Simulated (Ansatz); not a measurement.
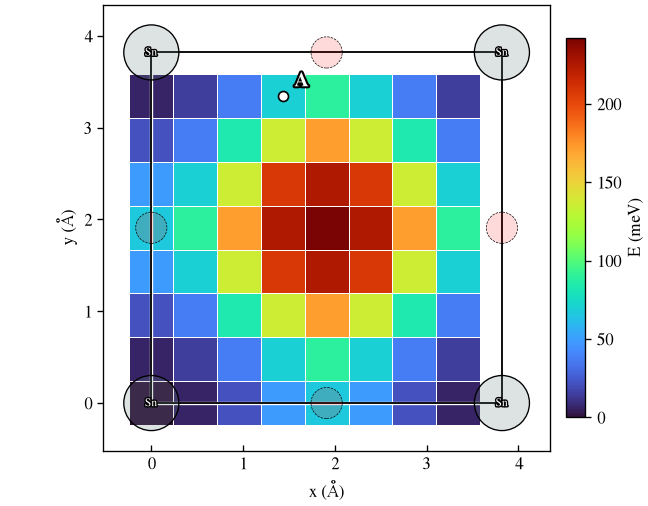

Si on a two-dimensional sheet of SnO (4 atoms of substrate and one adsorbate in a 1 × 1 cell). 
- Si is moved over the surface cell; relaxed at each place: the height of the adsorbate's atoms; substrate rigid; the origin of the map has the adsorbate above Sn4.
- Places are given modulo a cell vector. The map is drawn in real space over the plane of the surface.
- The grid has 8 × 8 points; 15 points were computed and 49 follow by symmetry.
- Energies are in meV, from the lowest grid point.
- The magnetic moment jumps between some neighbouring points. With one adsorbate in each 1 × 1 cell, its nearest image is 3.8 Å away, so neighbouring adsorbates interact.
- Computed with DFT PBE+D3(BJ), scalar-relativistic, plane waves, PAW (Ansatz 0.2.0). Settings: cutoff 420 eV, k-mesh 7×7×1, gaussian smearing 0.05 eV, spin-polarised.

The picture shows one coloured cell a grid point, labelled circles for the atoms of the top layer and small ones for the second layer, the outline of one cell of the plane, the point A.

Question: Which way does the force act at A, and how strong is it?

Answer: A, at (3/8, 7/8) of the cell vectors, is not a stationary point. The computed force is 0.11 eV/Å in the plane, pointing up and left in the picture (components −0.06 and 0.09 eV/Å).

PAW datasets: the set soft_1.
